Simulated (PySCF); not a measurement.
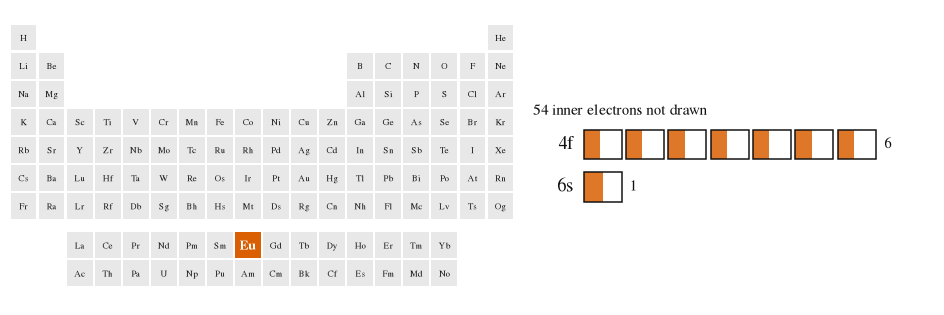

**Figure 1.** Left, the place of europium in the periodic table; right, the outer shells of the nominal configuration: a box for each of the 2l + 1 orbitals, shaded by the share of the shell that is filled, with the electron count at the right.

## Atomic calculation, with input and output: Eu²⁺

Eu²⁺, configuration 1s2 2s2 2p6 3s2 3p6 3d10 4s2 4p6 4d10 4f6 5s2 5p6 6s1, multiplicity 8. Computed at this level: unrestricted PBE0, x2c-TZVPPall, spin-free X2C-1e, Gaussian nucleus (PySCF).

Key numbers:

- outcome: converged
- total energy: −10842.4321 hartree
- ⟨S²⟩: 15.752
- ⟨L²⟩: 12.01
- SCF iterations: 12
- hardware: 1 CPU thread, shared host
- CPU time: 11 s (integrals apart)

Notes:

The driver held the occupations shell by shell, and empty f levels lie below the filled 6s. This is not the ground configuration of the species.

The input:
```python
from pyscf import gto, scf, dft, mp, cc
import basis_set_exchange as bse
mol = gto.M(atom="Eu 0 0 0", charge=2, spin=7, symmetry="D2h",
            basis=gto.basis.parse(bse.get_basis("x2c-TZVPPall", elements=["Eu"], fmt="nwchem")),
            nucmod="G")
mf = dft.UKS(mol, xc="PBE0").sfx2c1e()
mf.irrep_nelec = {'Ag': (10, 9), 'B1g': (2, 2), 'B2g': (2, 2), 'B3g': (2, 2), 'Au': (1, 0), 'B1u': (6, 4), 'B2u': (6, 4), 'B3u': (5, 4)}
mf.kernel()
```

The script is an equivalent of what the driver set up; the driver started from orbitals of its own, so the log can be shorter than this script's would be, and it computed the properties (radii, ⟨L²⟩, response) afterwards. It held the occupations shell by shell, which the script's counts by irreducible representation don't always enforce.

Output (extracts):
```
damping factor = 0
level_shift factor = 0
DIIS = <class 'pyscf.scf.diis.CDIIS'>
diis_start_cycle = 1
diis_space = 10
diis_damp = 0
SCF conv_tol = 1e-09
SCF conv_tol_grad = None
number electrons alpha = 34  beta = 27
XC functionals = PBE0
    C. Adamo and V. Barone.,  J. Chem. Phys. 110, 6158 (1999)
    M. Ernzerhof and G. E. Scuseria.,  J. Chem. Phys. 110, 5029 (1999)
cycle= 1 E= -10842.4309144048  delta_E= -0.0223  |g|= 0.115  |ddm|= 0.486
cycle= 2 E= -10842.4311480024  delta_E= -0.000234  |g|= 0.123  |ddm|= 0.195
cycle= 3 E= -10842.4336525889  delta_E= -0.0025  |g|= 0.0126  |ddm|= 0.167
cycle= 4 E= -10842.4382138996  delta_E= -0.00456  |g|= 0.0212  |ddm|= 0.383
cycle= 5 E= -10842.4322218388  delta_E= 0.00599  |g|= 0.00797  |ddm|= 0.625
cycle= 6 E= -10842.4321844984  delta_E= 3.73e-05  |g|= 0.00609  |ddm|= 0.149
cycle= 7 E= -10842.4321791104  delta_E= 5.39e-06  |g|= 0.0044  |ddm|= 0.00875
cycle= 8 E= -10842.4321385057  delta_E= 4.06e-05  |g|= 0.000765  |ddm|= 0.0656
cycle= 9 E= -10842.4321379794  delta_E= 5.26e-07  |g|= 6.44e-05  |ddm|= 0.0089
cycle= 10 E= -10842.4321379767  delta_E= 2.72e-09  |g|= 5.45e-05  |ddm|= 0.00164
cycle= 11 E= -10842.4321379483  delta_E= 2.84e-08  |g|= 3.67e-06  |ddm|= 0.00123
cycle= 12 E= -10842.4321379482  delta_E= 8.55e-11  |g|= 9.84e-07  |ddm|= 8.8e-05
converged SCF energy = -10842.4321379482  <S^2> = 15.752237  2S+1 = 8.0005592
```

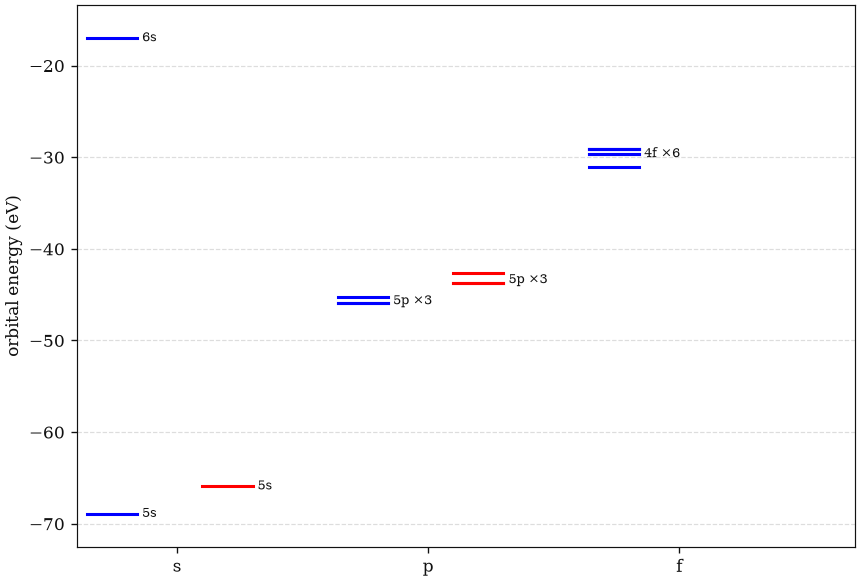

**Figure 2.** Orbital energies of the mean field, from the top down to −68.9 eV, by angular momentum, α spin at the left of each column and β at the right; ×n counts the orbitals under one label. Empty levels that the record names by l alone aren't drawn. The highest filled orbital is 6s α at −17.0 eV, the lowest empty one f α at −22.8 eV.
